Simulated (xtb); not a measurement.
**Geometry relaxation, with input and output: AlSiH$_{3}$O (part 3 of 3)**

Continued. System: AlSiH$_{3}$O. Method: GFN1-xTB (xtb 6.7.1).  The settings are looser than a standard set-up, so the numbers are not reference values.

Geometry of the input (Å):
```
O  -0.9806  -0.6087  -0.1756
Al 0.7017  -1.2699  0.1968
Si -0.1115  1.0349  -0.1016
H  1.5904  -2.4012  0.5562
H  -0.2145  1.6368  -1.4017
H  -0.8722  1.7677  0.9013
```

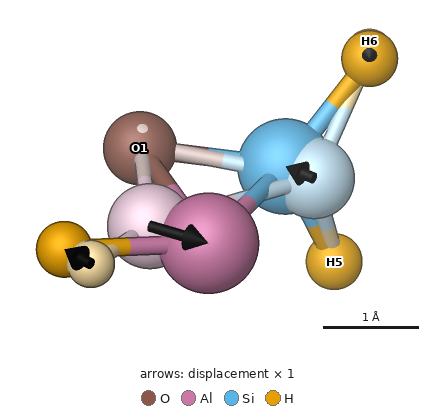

**Figure 1.** Start (faint) and end (solid) with the displacements as black arrows, at true length (ball-and-stick view, seen at a tilt). The two geometries are laid on each other by the best rigid fit. Over 8 geometry steps the energy falls by 1.525 eV. The atom that moves furthest after the best rigid fit is Al2 (0.70 Å). Largest moves by element: Al 0.70 Å, H 0.40 Å, Si 0.36 Å, O 0.06 Å. Among the contacts that change: O1–Al2 1.846 → 2.320 Å, O1–Si3 1.861 → 1.549 Å, Al2–H4 1.483 → 1.703 Å, Al2–Si3 2.462 → 2.408 Å. Among the angles that change: O1–Al2–H4 150.3° → 96.9°, Si3–Al2–H4 160.3° → 135.1°, O1–Si3–Al2 48.1° → 67.8°. (Atoms are counted from 1 in the order of the input.)

**Key numbers**

```tsv
quantity	value
outcome	converged
electrons treated	16
total energy	−9.535108 hartree
dispersion energy	−0.001492 hartree
basis functions	30
HOMO	−10.63 eV
LUMO	−7.12 eV
dipole moment	5.83 D
hardware	1 thread of Intel Xeon @ 2.50GHz (Skylake/Cascade Lake), 189 GiB of memory available, shared host
peak memory	0.07 GiB
```

Settings chosen away from the usual ones: method = gfn1-xtb; task = optimise; opt_level = crude; x = {}; partner = base. These settings are looser than, or depart from, a standard set-up, so the numbers are not reference values for this system.
